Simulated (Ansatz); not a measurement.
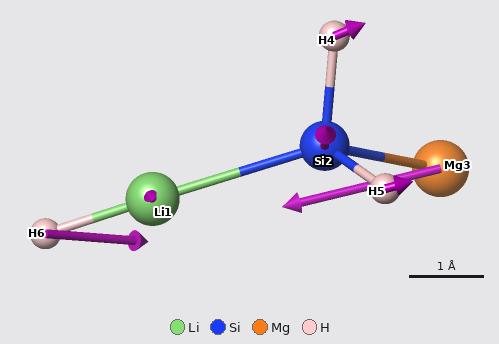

A relaxation of LiMgSiH3. The starting structure is drawn; purple arrows show the displacements, at their true length. The two geometries are superimposed by the best rigid fit.

Style: ball-and-stick. Shown from a free direction.

It is one of the separated reactants of a reaction.

All numbers below come from RKS PBE-D4/def2-SVP in Ansatz 0.2.0.

The input:
```yaml
crystal:
  periodic: [false, false, false]
  atoms:
    - {symbol: Li, position_ang: [-2.868336, -0.580561, 0.368264]}
    - {symbol: Si, position_ang: [-0.614405, -0.178226, -0.467697]}
    - {symbol: Mg, position_ang: [1.440667, 0.400924, 0.927808]}
    - {symbol: H, position_ang: [-0.118133, -1.352457, -1.282846]}
    - {symbol: H, position_ang: [-0.607182, 0.922460, -1.505982]}
    - {symbol: H, position_ang: [-4.048228, -0.920002, 1.378577]}
basis:
  gaussian: {orbitals: def2-SVP}
hamiltonian: {xc: pbe, dispersion: d4}
relax: {f_tol: 0.03, max_steps: 250}
```

Run as
```bash
ansatz run in.yaml --threads 2 --pin off --events-out ev --progress --plain --max-ram 4352MiB
```

### What happened in the run?

The largest move after the best rigid fit is that of Mg3, 2.22 Å. By element the largest moves are Mg 2.22 Å, H 1.78 Å, Si 0.60 Å, Li 0.18 Å. Near-neighbour distances that change, for instance: Mg3–H6 5.664 → 1.885 Å, Li1–Mg3 4.455 → 2.704 Å, Li1–H6 1.590 → 1.829 Å, Li1–Si2 2.437 → 2.586 Å. New bonds form: Li1–Mg3 (4.45 → 2.70 Å), Mg3–H6 (5.66 → 1.89 Å). Bond angles that change, for instance: Li1–Si2–Mg3 126.5° → 63.2°, Si2–Li1–H6 159.9° → 102.3°, Li1–Si2–H4 111.1° → 129.1°. After 20 accepted moves (23 points after the start) the energy has fallen by 37.2 kcal/mol. Largest force component: 0.4 eV/Å at the start, 0.009 eV/Å at the end. The line search rejected the trial steps at points 19, 20, 22 of the run. The forces were under the threshold at step 5, but the run went on from there. The run took 25 s on 2 threads of Arm Neoverse V2, with other jobs on the host.
